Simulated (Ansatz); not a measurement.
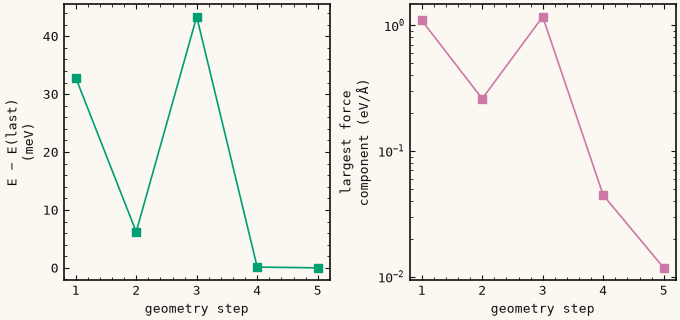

History of a geometry optimisation. The run: an isomer of formula CH2LiO (charge +1), by Ansatz 0.2.0, RKS PBE-D4/def2-SVP.

The optimisation met its thresholds at geometry 5, counting the start as the first. The energy fell by about 33 meV from the first step to the last, with a rise at step 3. The largest force component goes from about 1.1 eV/Å at the start to 0.012 eV/Å at the end.
